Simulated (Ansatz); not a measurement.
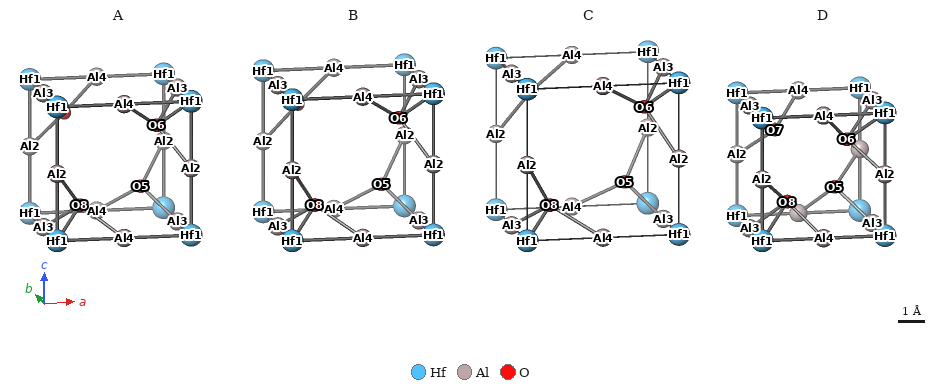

4 geometries from one relaxation of a crystal of HfAl$_{3}$O$_{4}$ (a generated structure, set up in P-43m) (coarse preliminary run), in shuffled order. A ball-and-stick model of the cell of the calculation, seen slightly off an axis.

Method: DFT PBE, scalar-relativistic, plane waves, PAW (Ansatz). Settings: plane-wave cutoff 420 eV; k-point mesh 4 × 4 × 4; occupations gaussian; smearing width 0.1 eV; no spin polarisation; cell and atoms relaxed; force threshold 0.04 eV/Å; at most 70 steps.

Question: Order the frames from highest to lowest energy.

Answer: D, A, B, C. They are steps 0, 2, 6, 14, at +619 meV per atom, +316 meV per atom, +237 meV per atom relative to the last. The largest moves relative to the cell, 0.70 Å, are those of O5, O6, O7 and O8. O6 goes along [1 −1 1]. Al and Hf stay in place. Cell: a = b = c 4.842 → 5.982 Å (+23.5 %). Volume +88.6 %. Near-neighbour distances that change, for instance: Hf1–Al2 2.421 → 2.991 Å, Al2–O5 2.115 → 2.453 Å, Hf1–O5 2.151 → 1.958 Å. The space group stays P-43m (No. 215). After 10 accepted moves (14 points after the start) the energy has fallen by 619 meV per atom. The largest force component goes from 0.32 to 0.0016 eV/Å. The pressure goes from 13.29 to 0.25 GPa. The line search rejected the trial step at point 4 of the run. The SCF was repeated 3 times at an unchanged geometry on a basis and grid sized afresh for the cell, which shifted the energy by 136 meV per atom at most. The run took 90 s on 1 thread of Arm Neoverse V2, with other jobs on the host, peak memory 0.4 GiB.
